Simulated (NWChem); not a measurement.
# One shape, several levels: CH2BrF (bromofluoromethane)

We compute a comparison of 6 runs (CAM-B3LYP/cc-pVDZ, B3LYP/cc-pVDZ, BHLYP/cc-pVDZ, TPSS/cc-pVDZ, r2SCAN/cc-pVDZ, wB97X/cc-pVDZ) of CH2BrF (bromofluoromethane). 

Program for the calculation: NWChem 7.3.0.

### 1 The system as given

The species is CH2BrF (5 atoms), meant as a singlet with charge 0. As SMILES, `FCBr`. Geometry: relaxed at PBE0-D4/def2-TZVP.

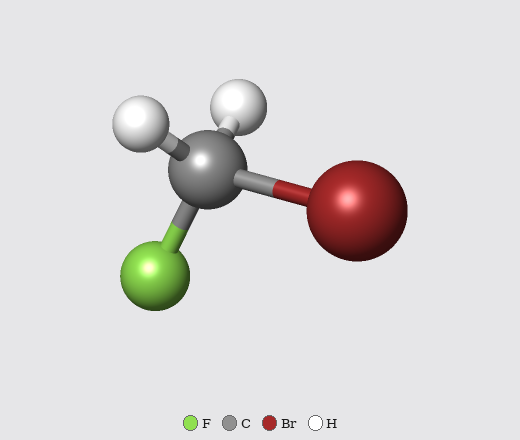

The structure, seen from a chosen angle (fluorine green, carbon grey, bromine red, hydrogen white).

### 2 Energy and gradient at CAM-B3LYP/cc-pVDZ (run 1)

run.py

```python
from ase import Atoms
from ase.calculators.nwchem import NWChem

mol = Atoms(['F', 'C', 'Br', 'H', 'H'], positions=[
    [0.686900, 1.170700, 0.163000],
    [0.150000, -0.066700, 0.076600],
    [-1.544900, -0.012500, -0.855200],
    [0.807700, -0.713600, -0.500400],
    [-0.049700, -0.451500, 1.074600],
])

calc = NWChem(
    label='work',
    theory='dft',
    memory='2200 mb',
    basis='cc-pVDZ',
    basispar='spherical bse',
    dft={'xc': 'xcamb88 1.00 lyp 0.81 vwn_5 0.19 hfexch 1.00', 'cam': '0.33 cam_alpha 0.19 cam_beta 0.46', 'mult': '1', 'grid': 'xfine', 'convergence': 'energy 1e-08', 'direct': None, 'iterations': '100', 'mulliken': None, 'print': 'low'},
)
mol.calc = calc

forces = mol.get_forces()
print("Total energy (eV):", round(mol.get_potential_energy(), 6))
print("forces (eV/A):")
for s, f in zip(mol.symbols, forces):
    print(f"{s:2s} {f[0]:10.5f} {f[1]:10.5f} {f[2]:10.5f}")
```

On the command line:

```sh
export ASE_NWCHEM_COMMAND="nwchem PREFIX.nwi > PREFIX.nwo"
python run.py
```

What it wrote:

```text
Total energy (eV): -73833.92076
forces (eV/A):
F     0.06772    0.18059    0.00668
C     0.00561    0.18692   -0.02849
Br   -0.18856   -0.00062   -0.10238
H     0.16861   -0.21716   -0.14141
H    -0.05332   -0.14974    0.26565
```

The calculator wrote work.nwi:

```
title "work"

permanent_dir work

scratch_dir work

start work

geometry units angstrom nocenter noautosym noautoz
  F  6.8689999999999996e-01 1.1707000000000001e+00 1.6300000000000001e-01
  C  1.4999999999999999e-01 -6.6699999999999995e-02 7.6600000000000001e-02
  Br -1.5448999999999999e+00 -1.2500000000000001e-02 -8.5519999999999996e-01
  H  8.0769999999999997e-01 -7.1360000000000001e-01 -5.0039999999999996e-01
  H  -4.9700000000000001e-02 -4.5150000000000001e-01 1.0746000000000000e+00
end

memory 2200 mb

basis spherical bse noprint
   * library cc-pVDZ
end

dft
  xc xcamb88 1.00 lyp 0.81 vwn_5 0.19 hfexch 1.00
  cam 0.33 cam_alpha 0.19 cam_beta 0.46
  mult 1
  grid xfine
  convergence energy 1e-08
  direct
  iterations 100
  mulliken
  print low
end

task dft gradient
```

work.nwo:

```text
Northwest Computational Chemistry Package (NWChem) 7.3.0
             --------------------------------------------------------

           Job information
           ---------------

    nwchem branch   = 7.3.0
    use scalapack   = T
    input           = work.nwi
    prefix          = work.
    data base       = work/work.db
    status          = startup
    nproc           =        1

           Memory information
           ------------------

[... 5 lines left out ...]
    hardfail = no
[... 39 lines left out ...]
            Nuclear Dipole moment (a.u.)
[... 82 lines left out ...]
         Total DFT energy =    -2713.346563585376
[... 1 line left out ...]
           Coulomb energy =     1332.501810193818
[... 1 line left out ...]
 Nuclear repulsion energy =      165.599962110767
[... 33 lines left out ...]
                         DFT ENERGY GRADIENTS

    atom               coordinates                        gradient
                 x          y          z           x          y          z
   1 F       1.298053   2.212302   0.308025   -0.001317  -0.003512  -0.000130
   2 C       0.283459  -0.126045   0.144753   -0.000109  -0.003635   0.000554
   3 Br     -2.919438  -0.023622  -1.616094    0.003667   0.000012   0.001991
   4 H       1.526332  -1.348508  -0.945619   -0.003279   0.004223   0.002750
   5 H      -0.093919  -0.853211   2.030700    0.001037   0.002912  -0.005166

 Task  times  cpu:       59.7s     wall:       59.7s
 Total times  cpu:       59.8s     wall:       59.8s
```

Wall time 61 s (1 thread of AMD EPYC 9R14 (Zen 4), shared host); peak memory 0.18 GiB.

### 3 Energy and gradient at B3LYP/cc-pVDZ (run 2)

ch2brf.nw

```
start ch2brf
title "CH2BrF gradient"
memory total 2200 mb

geometry units angstrom noautosym nocenter noautoz
 F      0.686900     1.170700     0.163000
 C      0.150000    -0.066700     0.076600
 Br    -1.544900    -0.012500    -0.855200
 H      0.807700    -0.713600    -0.500400
 H     -0.049700    -0.451500     1.074600
end

basis spherical bse
 F library cc-pVDZ
 C library cc-pVDZ
 Br library cc-pVDZ
 H library cc-pVDZ
end

dft
 xc b3lyp
 grid xfine
 convergence energy 1e-08
 maxiter 100
 mulliken
end

task dft gradient
```

On the command line:

```sh
nwchem ch2brf.nw > ch2brf.out
```

What it wrote:

```text
[...]
          Wavefunction type:  closed shell.
          No. of atoms     :     5
          No. of electrons :    52
[...]
          Charge           :     0
          Spin multiplicity:     1
[...]
          AO basis - number of functions:    65
[...]
              XC Information
              --------------
                         B3LYP Method XC Potential
                     Hartree-Fock (Exact) Exchange  0.200
                        Slater Exchange Functional  0.800 local
                    Becke 1988 Exchange Functional  0.720 non-local
              Lee-Yang-Parr Correlation Functional  0.810
                  VWN I RPA Correlation Functional  0.190 local
[...]
 d= 0,ls=0.0,diis     1  -2713.2141314379 -2.88D+03  1.59D-02  7.42D-01     6.2
[...]
 d= 0,ls=0.0,diis     8  -2713.2974468489 -3.57D-09  2.79D-06  4.52D-08    32.0
         Total DFT energy =    -2713.297446848894
      One electron energy =    -4103.504774306312
           Coulomb energy =     1332.592738784782
    Exchange-Corr. energy =     -107.985373438130
 Nuclear repulsion energy =      165.599962110767
[...]
  wavefunction    = closed shell
                         DFT ENERGY GRADIENTS
    atom               coordinates                        gradient
                 x          y          z           x          y          z
   1 F       1.298053   2.212302   0.308025   -0.004103  -0.008618  -0.000797
   2 C       0.283459  -0.126045   0.144753   -0.003357  -0.000127  -0.001798
   3 Br     -2.919438  -0.023622  -1.616094    0.009881   0.000346   0.005319
   4 H       1.526332  -1.348508  -0.945619   -0.003742   0.004970   0.003285
   5 H      -0.093919  -0.853211   2.030700    0.001322   0.003430  -0.006008
[...]
```

It took 53 s on 1 thread of AMD EPYC 9R14 (Zen 4), shared host; peak memory 0.13 GiB.

Runs 3 to 4 aren't shown in full; the table further down has their settings and results.

### 4 Energy and gradient at r2SCAN/cc-pVDZ (run 5)

run.py

```python
from ase import Atoms
from ase.calculators.nwchem import NWChem

system = Atoms(['F', 'C', 'Br', 'H', 'H'], positions=[
    [0.686900, 1.170700, 0.163000],
    [0.150000, -0.066700, 0.076600],
    [-1.544900, -0.012500, -0.855200],
    [0.807700, -0.713600, -0.500400],
    [-0.049700, -0.451500, 1.074600],
])

calc = NWChem(
    label='test',
    theory='dft',
    memory='2200 mb',
    basis='cc-pVDZ',
    basispar='spherical bse',
    dft={'xc': 'r2scan', 'mult': '1', 'grid': 'xfine', 'convergence': 'energy 1e-08', 'iterations': '100', 'mulliken': None},
)
system.calc = calc

forces = system.get_forces()
print(f"energy = {system.get_potential_energy():.6f} eV")
print("forces (eV/A):")
for s, f in zip(system.symbols, forces):
    print(f"{s:2s} {f[0]:10.5f} {f[1]:10.5f} {f[2]:10.5f}")
print("dipole (e A):", system.get_dipole_moment().round(4))
```

On the command line:

```sh
export ASE_NWCHEM_COMMAND="nwchem PREFIX.nwi > PREFIX.nwo"
python run.py
```

What it wrote:

```text
energy = -73829.651843 eV
forces (eV/A):
F     0.15936    0.38330    0.02283
C     0.11087    0.03965    0.05332
Br   -0.36731   -0.00941   -0.19823
H     0.19335   -0.25084   -0.20471
H    -0.09626   -0.16270    0.32679
dipole (e A): [ 0.1904 -0.2836  0.1509]
```

The calculator wrote test.nwi:

```
title "test"

permanent_dir test

scratch_dir test

start test

geometry units angstrom nocenter noautosym noautoz
  F  6.8689999999999996e-01 1.1707000000000001e+00 1.6300000000000001e-01
  C  1.4999999999999999e-01 -6.6699999999999995e-02 7.6600000000000001e-02
  Br -1.5448999999999999e+00 -1.2500000000000001e-02 -8.5519999999999996e-01
  H  8.0769999999999997e-01 -7.1360000000000001e-01 -5.0039999999999996e-01
  H  -4.9700000000000001e-02 -4.5150000000000001e-01 1.0746000000000000e+00
end

memory 2200 mb

basis spherical bse noprint
   * library cc-pVDZ
end

dft
  xc r2scan
  mult 1
  grid xfine
  convergence energy 1e-08
  iterations 100
  mulliken
end

task dft gradient
```

test.nwo:

```text
Northwest Computational Chemistry Package (NWChem) 7.3.0
             --------------------------------------------------------

           Job information
           ---------------

    nwchem branch   = 7.3.0
    use scalapack   = T
    input           = test.nwi
    prefix          = test.
    data base       = test/test.db
    status          = startup
    nproc           =        1

           Memory information
           ------------------

[... 5 lines left out ...]
    hardfail = no
[... 99 lines left out ...]
  convergence criterion.
[... 40 lines left out ...]
          Spatial weights used:  Erf1
[... 32 lines left out ...]
 1-e energy   =   -4101.988093
[... 41 lines left out ...]
           Coulomb energy =     1332.487228849249
[... 528 lines left out ...]
          Convergence on density requested:  1.00D-05
[... 26 lines left out ...]
          total energy or number of iterations.
[... 36 lines left out ...]
                 ----------------------------------------
                 |  Time  |  1-e(secs)   |  2-e(secs)   |
                 ----------------------------------------
                 |  CPU   |       0.00   |      18.21   |
                 ----------------------------------------
                 |  WALL  |       0.00   |      18.21   |
                 ----------------------------------------

 Task  times  cpu:       55.2s     wall:       55.2s
 Total times  cpu:       55.2s     wall:       55.2s
```

Run time: 56 s. Hardware: 1 thread of AMD EPYC 9R14 (Zen 4), shared host; peak memory 0.13 GiB.

### 5 Energy and forces at wB97X/cc-pVDZ (run 6)

ch2brf.nw

```
start ch2brf
title "CH2BrF gradient"
memory total 2200 mb

geometry units bohr noautosym nocenter noautoz
  F      1.29805288     2.21230237     0.30802536
  C      0.28345892    -0.12604473     0.14475302
  Br    -2.91943789    -0.02362158    -1.61609378
  H      1.52633179    -1.34850856    -0.94561895
  H     -0.09391939    -0.85321135     2.03069969
end

basis spherical bse
  * library cc-pVDZ
end

dft
  xc wb97x
  grid xfine
  convergence energy 1e-08
  iterations 100
  mulliken
  print medium
end

task dft gradient
```

On the command line:

```sh
nwchem ch2brf.nw > ch2brf.out
```

What it wrote:

```text
[...]
          Wavefunction type:  closed shell.
          No. of atoms     :     5
          No. of electrons :    52
[...]
          Charge           :     0
          Spin multiplicity:     1
[...]
          AO basis - number of functions:    65
[...]
              XC Information
              --------------
                       wb97x  Method XC Functional
                     Hartree-Fock (Exact) Exchange  1.000
                         wb97x Exchange Functional  1.000
                      wb97x Correlation Functional  1.000
[...]
 d= 0,ls=0.0,diis     1  -2713.1859762984 -2.88D+03  1.13D-02  6.95D-01     6.7
[...]
 d= 0,ls=0.0,diis     9  -2713.2651351947 -6.46D-09  2.15D-06  6.50D-09    51.2
         Total DFT energy =    -2713.265135194722
      One electron energy =    -4103.299884181102
           Coulomb energy =     1332.378100795471
    Exchange-Corr. energy =     -107.943302014209
 Nuclear repulsion energy =      165.599950205117
[...]
  wavefunction    = closed shell
[...]
                         DFT ENERGY GRADIENTS
    atom               coordinates                        gradient
                 x          y          z           x          y          z
   1 F       1.298053   2.212302   0.308025   -0.001961  -0.005145  -0.000209
   2 C       0.283459  -0.126045   0.144753    0.004033  -0.002287   0.002585
   3 Br     -2.919438  -0.023622  -1.616094    0.000473   0.000013   0.000252
   4 H       1.526332  -1.348509  -0.945619   -0.003554   0.004403   0.002872
   5 H      -0.093919  -0.853211   2.030700    0.001009   0.003016  -0.005500
[...]
```

It took 67 s on 1 thread of AMD EPYC 9R14 (Zen 4), shared host; peak memory 0.18 GiB.

### 6 The series

```
run              level   energy (Eh)  largest force (eV/Å)  wall time
  1  CAM-B3LYP/cc-pVDZ  -2713.346564                 0.310       61 s
  2      B3LYP/cc-pVDZ  -2713.297447                 0.577       53 s
  3      BHLYP/cc-pVDZ  -2713.197926                 0.237       53 s
  4       TPSS/cc-pVDZ  -2713.196345                 0.839       56 s
  5     r2SCAN/cc-pVDZ  -2713.189684                 0.417       56 s
  6      wB97X/cc-pVDZ  -2713.265135                 0.327       67 s
```

### 7 What came out

```
                       quantity           value
            run 6: total energy  -2713.26514 Eh
           run 6: dipole moment          1.80 D
             run 6: HOMO energy       -10.52 eV
             run 6: LUMO energy         2.43 eV
           run 6: HOMO–LUMO gap        12.95 eV
run 6: largest force on an atom      0.327 eV/Å
```

**Reading.** Over runs 2, 3, 4, 5, 6 the dipole moment (its size) runs from 1.73 D (B3LYP/cc-pVDZ) to 1.87 D (BHLYP/cc-pVDZ). Over runs 2, 3, 4, 5, 6 the HOMO–LUMO gap runs from 6.09 eV (TPSS/cc-pVDZ) to 12.95 eV (wB97X/cc-pVDZ). Totals of different functionals can't be ranked against each other. All runs together took 5.8 min, the longest 67 s.
